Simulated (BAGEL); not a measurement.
# C2H6O3S (dimethyl sulfite) at B3LYP/6-31G(d) (density fitting with cc-pvqz-jkfit, spherical functions)

Aim: the energy change on altering one bond length of C2H6O3S (dimethyl sulfite) at B3LYP/6-31G* (density fitting with cc-pvqz-jkfit, spherical functions), from 2 runs. 

The results are computed with BAGEL 1.2.2.

2 further runs of the same task are left out: 2 set aside as unsound or not needed. Runs told in other sessions of the task aren't counted.

## (1) The molecule

C2H6O3S has 12 atoms, charge 0, and is taken as a singlet. As SMILES, `COS(=O)OC`. Geometry: relaxed at PBE0-D4/def2-TZVP. This is one conformer, not always the lowest.

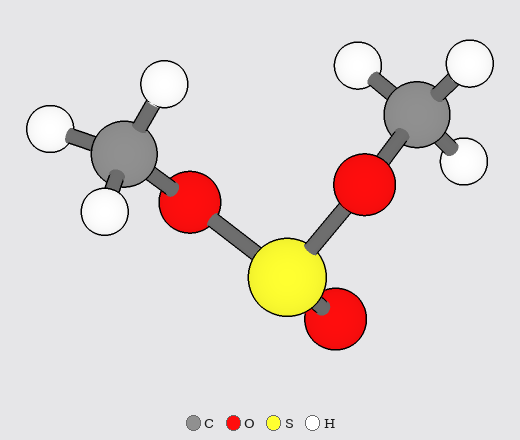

The structure, seen from a chosen angle (carbon grey, oxygen red, sulfur yellow, hydrogen white).

## (2) The energy at B3LYP/6-31G(d) (density fitting with cc-pvqz-jkfit, spherical functions)

File input.json:

```json
{ "bagel": [

{
  "title": "molecule",
  "basis": "6-31gs.json",
  "df_basis": "cc-pvqz-jkfit",
  "angstrom": true,
  "geometry": [
    { "atom": "C", "xyz": [   -1.140150,   -1.448190,    0.686670 ] },
    { "atom": "O", "xyz": [   -0.338820,   -1.161560,   -0.455050 ] },
    { "atom": "S", "xyz": [    1.199130,   -0.739170,   -0.113760 ] },
    { "atom": "O", "xyz": [    1.781070,   -0.580910,   -1.422670 ] },
    { "atom": "O", "xyz": [    0.939620,    0.723290,    0.515360 ] },
    { "atom": "C", "xyz": [    0.489430,    1.751500,   -0.374670 ] },
    { "atom": "H", "xyz": [   -2.002510,   -2.005860,    0.325640 ] },
    { "atom": "H", "xyz": [   -1.471570,   -0.526130,    1.170270 ] },
    { "atom": "H", "xyz": [   -0.594160,   -2.058900,    1.412250 ] },
    { "atom": "H", "xyz": [    1.184730,    1.864290,   -1.206450 ] },
    { "atom": "H", "xyz": [   -0.506220,    1.519170,   -0.756880 ] },
    { "atom": "H", "xyz": [    0.459460,    2.662460,    0.219290 ] }
  ]
},
{
  "title": "ks",
  "xc_func": "b3lyp",
  "charge": 0
},
{
  "title": "print",
  "file": "orbitals.molden",
  "orbitals": true
}

]}
```

The basis set 6-31G* is read from a file made from the Basis Set Exchange's data (not shown).

Started as:

```console
BAGEL_NUM_THREADS=1 BAGEL input.json > input.out
```

Output:

```text
* using 1 threads per process

  ===============================================================
  ===============================================================

  *** Geometry ***

  { "atom" : "C", "xyz" : [     -2.154571,     -2.736682,      1.297618 ] },
  { "atom" : "O", "xyz" : [     -0.640277,     -2.195030,     -0.859920 ] },
  { "atom" : "S", "xyz" : [      2.266027,     -1.396829,     -0.214975 ] },
  { "atom" : "O", "xyz" : [      3.365735,     -1.097761,     -2.688457 ] },
  { "atom" : "O", "xyz" : [      1.775624,      1.366820,      0.973889 ] },
  { "atom" : "C", "xyz" : [      0.924889,      3.309855,     -0.708024 ] },
  { "atom" : "H", "xyz" : [     -3.784195,     -3.790526,      0.615370 ] },
  { "atom" : "H", "xyz" : [     -2.780864,     -0.994242,      2.211490 ] },
  { "atom" : "H", "xyz" : [     -1.122800,     -3.890757,      2.668766 ] },
  { "atom" : "H", "xyz" : [      2.238815,      3.522998,     -2.279860 ] },
  { "atom" : "H", "xyz" : [     -0.956617,      2.870815,     -1.430296 ] },
  { "atom" : "H", "xyz" : [      0.868254,      5.031320,      0.414398 ] },

  Number of auxiliary basis functions:      984

  Since a DF basis is specified, we compute 2- and 3-index integrals:
    o Being stored without compression. Storage requirement is 0.079 GB

  Number of basis functions:      100
  Number of electrons      :       58

    * METHOD: MOLECULE                             1.50

  *** Kohn-Sham DFT ***

    * Removing 24837 points whose weight is below 1.00e-10
    * Grid points: 154035

  === Nuclear Repulsion ===
   353.4320532807

       - DIIS with orbital gradients will be used.

  === KS iteration (b3lyp / 6-31gs.json) ===
      0       -628.40043054          0.12183623           1.06
      1       -479.18605442          0.18203457           1.05
      2       -616.72954684          0.13135135           1.04
      3       -678.61326963          0.13190087           1.05
      4       -699.81792031          0.06227736           1.08
      5       -702.45808958          0.03775288           1.05
      6       -703.39026296          0.01692527           1.04
      7       -703.37410380          0.01606635           1.04
      8       -703.52216096          0.01026205           1.05
      9       -703.59698762          0.00271374           1.04
     10       -703.60103155          0.00123186           1.04
     11       -703.60215223          0.00031471           1.04
     12       -703.60216099          0.00030021           1.04
     13       -703.60222401          0.00002786           1.05
     14       -703.60222417          0.00002447           1.05
     15       -703.60222456          0.00000888           1.05
     16       -703.60222462          0.00000093           1.05
     17       -703.60222462          0.00000079           1.05
     18       -703.60222462          0.00000038           1.05
     19       -703.60222462          0.00000025           1.06
     20       -703.60222462          0.00000006           1.06
     21       -703.60222462          0.00000002           1.05
     22       -703.60222462          0.00000001           1.05
    * SCF iteration converged.

    * Permanent dipole moment:
           (    0.912694,    -0.289967,    -0.846053) a.u.

    * METHOD: KS                                  25.17

    * METHOD: PRINT                                0.02

  ===============================================================
```

Run time: 27 s. Hardware: 1 thread of Arm Neoverse V2, shared host; peak memory 0.75 GiB.

## (3) The distorted shape, same level

File input.json:

```json
{ "bagel" : [

{
  "title" : "molecule",
  "basis" : "6-31gs.json",
  "df_basis" : "cc-pvqz-jkfit",
  "angstrom" : true,
  "geometry" : [
    { "atom" : "C", "xyz" : [      -1.576953,      -0.959609,       0.106191 ] },
    { "atom" : "O", "xyz" : [      -0.775623,      -0.672979,      -1.035529 ] },
    { "atom" : "S", "xyz" : [       0.762327,      -0.250589,      -0.694239 ] },
    { "atom" : "O", "xyz" : [       1.344267,      -0.092329,      -2.003149 ] },
    { "atom" : "O", "xyz" : [       0.502817,       1.211871,      -0.065119 ] },
    { "atom" : "C", "xyz" : [       0.052627,       2.240081,      -0.955149 ] },
    { "atom" : "H", "xyz" : [      -2.439313,      -1.517279,      -0.254839 ] },
    { "atom" : "H", "xyz" : [      -1.908373,      -0.037549,       0.589791 ] },
    { "atom" : "H", "xyz" : [      -0.594160,      -2.058900,       1.412250 ] },
    { "atom" : "H", "xyz" : [       0.747927,       2.352871,      -1.786929 ] },
    { "atom" : "H", "xyz" : [      -0.943023,       2.007751,      -1.337359 ] },
    { "atom" : "H", "xyz" : [       0.022657,       3.151041,      -0.361189 ] }
  ]
},

{
  "title" : "ks",
  "xc_func" : "b3lyp"
},

{
  "title" : "print",
  "file" : "orbitals.molden",
  "orbitals" : true
}

]}
```

The basis set 6-31G* is read from a file made from the Basis Set Exchange's data (not shown).

Started as:

```console
BAGEL_NUM_THREADS=1 BAGEL input.json > input.out
```

Output:

```text
* using 1 threads per process

  ===============================================================
  ===============================================================

  *** Geometry ***

  { "atom" : "C", "xyz" : [     -2.980009,     -1.813398,      0.200672 ] },
  { "atom" : "O", "xyz" : [     -1.465715,     -1.271746,     -1.956866 ] },
  { "atom" : "S", "xyz" : [      1.440589,     -0.473545,     -1.311922 ] },
  { "atom" : "O", "xyz" : [      2.540296,     -0.174477,     -3.785403 ] },
  { "atom" : "O", "xyz" : [      0.950186,      2.290104,     -0.123057 ] },
  { "atom" : "C", "xyz" : [      0.099451,      4.233140,     -1.804970 ] },
  { "atom" : "H", "xyz" : [     -4.609634,     -2.867242,     -0.481576 ] },
  { "atom" : "H", "xyz" : [     -3.606302,     -0.070957,      1.114543 ] },
  { "atom" : "H", "xyz" : [     -1.122800,     -3.890757,      2.668766 ] },
  { "atom" : "H", "xyz" : [      1.413377,      4.446282,     -3.376806 ] },
  { "atom" : "H", "xyz" : [     -1.782055,      3.794100,     -2.527242 ] },
  { "atom" : "H", "xyz" : [      0.042816,      5.954605,     -0.682548 ] },

  Number of auxiliary basis functions:      984

  Since a DF basis is specified, we compute 2- and 3-index integrals:
    o Being stored without compression. Storage requirement is 0.079 GB

  Number of basis functions:      100
  Number of electrons      :       58

    * METHOD: MOLECULE                             1.54

  *** Kohn-Sham DFT ***

    * Removing 24034 points whose weight is below 1.00e-10
    * Grid points: 154838

  === Nuclear Repulsion ===
   350.6584508871

       - DIIS with orbital gradients will be used.

  === KS iteration (b3lyp / 6-31gs.json) ===
      0       -629.09233562          0.12140143           1.06
      1       -481.13683559          0.18102555           1.05
      2       -617.60892308          0.13073588           1.05
      3       -677.88871194          0.12847957           1.05
      4       -695.50723222          0.08348417           1.06
      5       -703.08769313          0.02036997           1.04
      6       -703.15684157          0.01761966           1.04
      7       -703.34379998          0.01233200           1.04
      8       -703.42856411          0.00833321           1.05
      9       -703.46100389          0.00540312           1.05
[... 13 lines of this table left out ...]
     23       -703.48234435          0.00000006           1.08
     24       -703.48234435          0.00000004           1.07
     25       -703.48234435          0.00000001           1.08
     26       -703.48234435          0.00000001           1.07
    * SCF iteration converged.

    * Permanent dipole moment:
           (    0.949633,    -0.627868,    -0.470098) a.u.

    * METHOD: KS                                  29.44

    * METHOD: PRINT                                0.02

  ===============================================================
```

Wall time 31 s (1 thread of Arm Neoverse V2, shared host); peak memory 0.76 GiB.

## (4) Results

At B3LYP/6-31G* (density fitting with cc-pvqz-jkfit, spherical functions):

```
                                                         quantity          value
                                        first shape: total energy  -703.60222 Eh
                                       first shape: dipole moment         3.25 D
                                         first shape: HOMO energy       -7.33 eV
                                         first shape: LUMO energy        0.64 eV
                                       first shape: HOMO–LUMO gap        7.98 eV
                                    distorted shape: total energy  -703.48234 Eh
                                   distorted shape: dipole moment         3.13 D
                                     distorted shape: HOMO energy       -7.54 eV
                                     distorted shape: LUMO energy       -2.06 eV
                                   distorted shape: HOMO–LUMO gap        5.48 eV
energy change with the C1–H9 bond stretched from 1.094 to 1.970 Å       3.262 eV
```

With the C1–H9 bond stretched from 1.094 to 1.970 Å the energy rises by 3.26 eV (315 kJ/mol). The first shape isn't relaxed at this level, so the change isn't measured from a minimum. A restricted reference can't describe the breaking bond well at this length.
